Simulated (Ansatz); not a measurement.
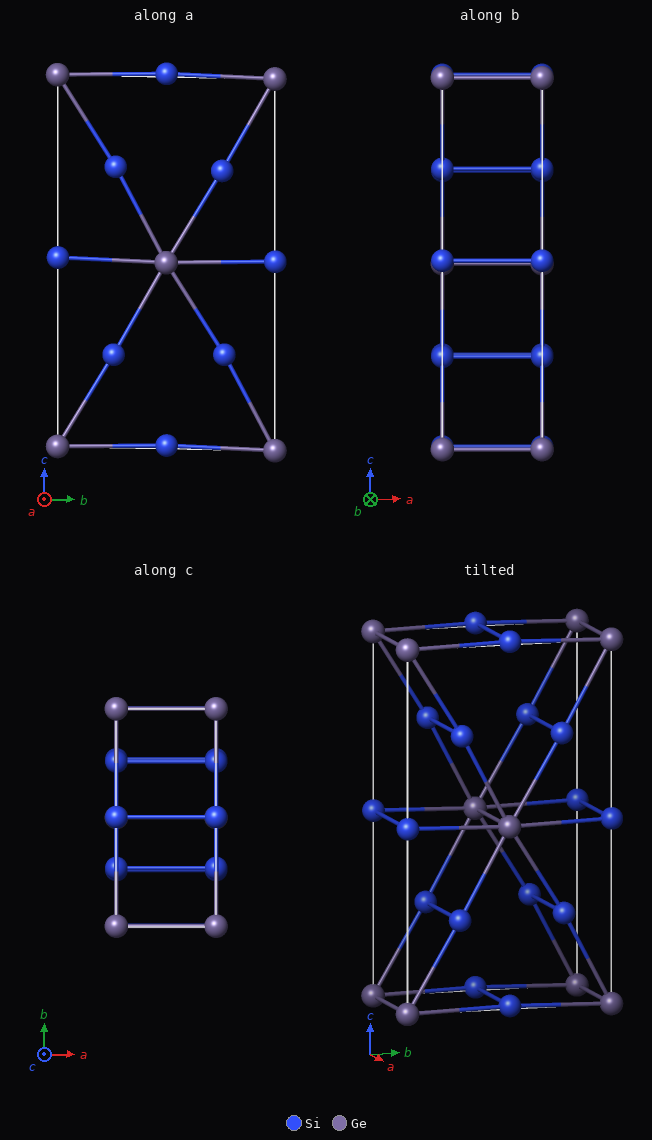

Ball-and-stick representation of a periodic structure, projected along the a axis, along the b axis, along the c axis and slightly off an axis. One unit cell is framed, with atoms on its boundary repeated.

Lattice parameters: a = 2.5134 Å, b = 5.4792 Å, c = 9.3707 Å, α = 91.110°, β = 89.994°, γ = 90.016°.

Give the structure in the form of a CIF in P1 with every atom of the cell, with free fractional coordinates to two decimals.

```cif
data_structure
_symmetry_space_group_name_H-M 'P 1'
_symmetry_Int_Tables_number 1
_cell_length_a 2.5134
_cell_length_b 5.4792
_cell_length_c 9.3707
_cell_angle_alpha 91.110
_cell_angle_beta 89.994
_cell_angle_gamma 90.016
_cell_volume 129.02
loop_
_atom_site_label
_atom_site_type_symbol
_atom_site_fract_x
_atom_site_fract_y
_atom_site_fract_z
_atom_site_occupancy
Si1 Si 0.00 0.27 0.76 1
Si2 Si 0.00 0.77 0.26 1
Si3 Si 0.00 0.00 0.51 1
Si4 Si 0.00 0.50 0.01 1
Si5 Si 0.00 0.76 0.75 1
Si6 Si 0.00 0.26 0.25 1
Ge1 Ge 0.00 0.00 0.00 1
Ge2 Ge 0.00 0.50 0.50 1
```

It goes back to a structure type filled with these elements by a generator (whether the compound takes this form wasn't checked). The structure drawn was relaxed with DFT PBE, scalar-relativistic, plane waves, PAW (Ansatz 0.2.0).
